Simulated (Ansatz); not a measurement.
# Calculations on Si

### Relaxation

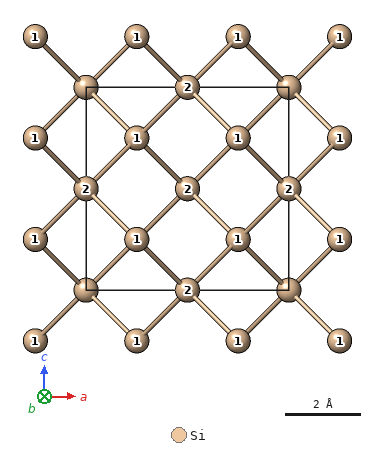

Starting structure of crystalline Si (set up in Fd-3m). A ball-and-stick model of the conventional cell (4 times the calculation's cell), seen along the b axis. Lengths and directions refer to the drawn axes.

Theory: DFT PBE, scalar-relativistic, plane waves, PAW (Ansatz).

Input
```yaml
crystal:
  lattice:
    - [0.0, 2.72185119, 2.72185119]
    - [2.72185119, 0.0, 2.72185119]
    - [2.72185119, 2.72185119, 0.0]
  atoms:
    - { symbol: Si, position: [0.75, 0.75, 0.75] }
    - { symbol: Si, position: [0.5, 0.5, 0.5] }
basis:
  ecutwfc: 420
kpoints:
  mp_grid: { grid: [8, 8, 8] }
hamiltonian:
  xc: pbe
scf:
  occupations: { method: gaussian, width: 0.02 }
output:
  forces: true
  stress: true
  eigenvalues: true
  write_density: true
  write_potential: true
  elf: true
  volumetric_format: npy
relax:
  adjacent_minimum: "off"
  f_tol: 0.005
  max_steps: 80
  cell: { stress_tol: 0.05 }
```

Launched with:
```bash
ansatz run input.yaml --threads 4 --pin off --max-ram 10240MiB --backend cpu --events-out ev --progress --plain --runs-dir out
```

### What does the optimiser find from here?

No atom moves by more than 0.005 Å relative to the cell. The drawn cell changes as follows: a = b = c 5.444 → 5.470 Å (+0.5 %); the volume changes by +1.5 %. Near-neighbour distances that change, for instance: Si1–Si2 2.357 → 2.369 Å. The space group stays Fd-3m (No. 227). The energy falls by 2.5 meV per cell of the calculation in 2 accepted moves (3 points after the start). All forces vanish by symmetry, so only the cell relaxes. The pressure goes from 1.34 to 0.01 GPa. The SCF was repeated once at an unchanged geometry on a basis and grid sized afresh for the cell, which shifted the energy by 0.1 meV per cell of the calculation at most. Cost: 1.1 s on 4 threads of Arm Neoverse V2 (shared host), peak memory 0.28 GiB.

### Relaxation

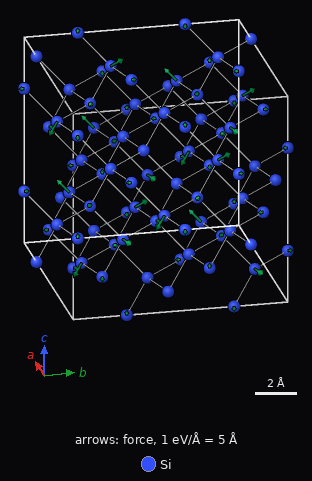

Starting geometry of a defect cell of composition Si with the computed forces as green arrows. Style: ball-and-stick. Shown: the conventional cell (4 times the calculation's cell), from a free direction. Lengths and directions refer to the drawn axes.

Case: Si on a Si site beside a Si vacancy, charge +0, atoms relaxed.

Theory: DFT LDA, scalar-relativistic, plane waves, PAW (Ansatz).

The input:
```yaml
crystal:
  lattice:
    - [0.0, 5.4019422852, -5.4019422852]
    - [5.4019422852, 5.4019422852, 0.0]
    - [5.4019422852, 0.0, -5.4019422852]
  atoms:
    - { symbol: Si, position: [0.125, 0.125, 0.125] }
    - { symbol: Si, position: [0.125, 0.625, 0.125] }
    - { symbol: Si, position: [0.625, 0.125, 0.125] }
    - { symbol: Si, position: [0.625, 0.625, 0.125] }
    - { symbol: Si, position: [0.125, 0.125, 0.625] }
    - { symbol: Si, position: [0.125, 0.625, 0.625] }
    - { symbol: Si, position: [0.625, 0.125, 0.625] }
    - { symbol: Si, position: [0.625, 0.625, 0.625] }
    - { symbol: Si, position: [0.25, 0.75, 0.25] }
    - { symbol: Si, position: [0.25, 0.25, 0.25] }
    - { symbol: Si, position: [0.75, 0.75, 0.25] }
    - { symbol: Si, position: [0.25, 0.75, 0.75] }
    - { symbol: Si, position: [0.25, 0.25, 0.75] }
    - { symbol: Si, position: [0.75, 0.75, 0.75] }
    - { symbol: Si, position: [0.75, 0.25, 0.75] }
basis:
  ecutwfc: 420
  xc_grid: 2
kpoints:
  mp_grid: { grid: [3, 3, 3], shift: [0.0, 0.0, 0.0] }
hamiltonian:
  xc: lda
scf:
  occupations: { method: gaussian, width: 0.02 }
output:
  forces: true
  stress: false
  eigenvalues: true
  write_density: true
  write_potential: true
  elf: true
  volumetric_format: npy
relax:
  adjacent_minimum: "off"
  f_tol: 0.02
  max_steps: 60
```

Launched with:
```bash
ansatz run input.yaml --threads 4 --pin off --max-ram 10240MiB --backend cpu --events-out ev --progress --plain --runs-dir out
```

> What follows when this structure is relaxed?

It isn't relaxed: the largest force vector, on Si atoms, is 0.19 eV/Å. The atoms end up moving mostly along the starting forces (cosine between the two patterns 0.95). Over 2 geometry steps the energy falls by 15.6 meV per cell of the calculation. The largest force component goes from 0.11 to 0.0082 eV/Å. The largest moves, 0.040 Å, are those of Si1, Si3, Si4 and Si7. Si1 goes along [1 −1 1]. The cell doesn't change. Among the contacts that change: Si1–Si10 2.339 → 2.353 Å.

Limits of the set-up: the periodic images lie only 7.6 Å apart, so the values are limited by the cell's size.

### Path

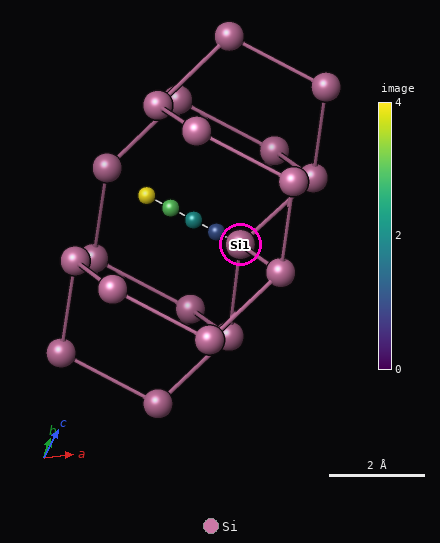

NEB run on a defect cell of composition Si (15 atoms in the cell). Images are numbered from 0 (start) to 4 (end). The start is drawn whole; smaller spheres mark the moving atoms (Si) in the later images, joined by lines and coloured by the number of the image. A ball-and-stick model of the atoms within 4.7 Å of the middle of the path, seen from a free direction. The moving atom is ringed, with any periodic copies. Bonds to atoms that aren't drawn are left out.

Level of theory: Ansatz, DFT LDA, scalar-relativistic, plane waves, PAW. Settings: plane-wave cutoff 420 eV; k-point mesh 3 × 3 × 3; Gaussian smearing 0.02 eV; 3 movable images; climbing image.

What moves, how far, and at what cost in energy?

Answer. A Si atom travels furthest, 2.26 Å from end to end, along [−3 1 1], on a straight line. At the highest image its nearest neighbour (Si) is 2.82 Å away, against 2.35 Å at the start, and the surrounding atoms stand up to 0.11 Å off the mean of their end positions. Breaking: 3 Si–Si (2.35 → 3.75 Å). Forming: 3 Si–Si (3.75 → 2.35 Å). The two ends have the same energy, and the highest point, image 2, lies 0.66 eV above the start. The band converged in 7 iterations, with a climbing image at the top.

Limits of the set-up: the periodic images lie only 7.6 Å apart, so the values are limited by the cell's size.
